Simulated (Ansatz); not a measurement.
Rutile SnO2, treated with revPBE in Ansatz (PAW).

Run with plane-wave cutoff 520 eV, 8×8×10 k mesh (along the axes of the cell as run), Fermi–Dirac smearing 0.01 eV, scalar-relativistic PAW data made under PBE.

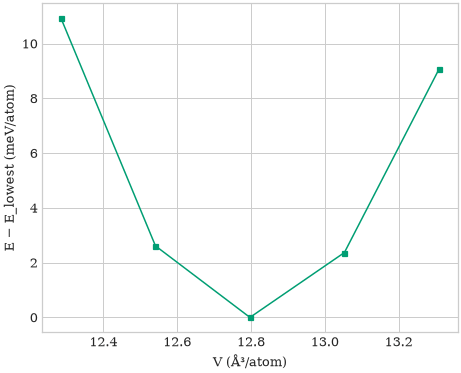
Total energy against volume

Q: From the curve, estimate the equilibrium volume and the bulk modulus.

A: V0 ≈ 12.8 Å³/atom and B0 ≈ 160 GPa; the fit gives V0 = 12.797 Å³/atom, B0 = 155 GPa, B′ = 5.9.

Shape and atoms are relaxed at each volume.

Measured, for comparison: bulk modulus 212 GPa (temperature not stated, no zero-point or thermal correction, from measured elastic constants; as tabulated in Toher et al. (2017), arXiv:1611.05714). Computed (rounded) less measured: bulk modulus -27 %.

Note: the bulk modulus comes from volumes at which shape and atoms were relaxed.

Spin–orbit coupling is not included.

Ansatz is a quantum-chemistry and plane-wave program.
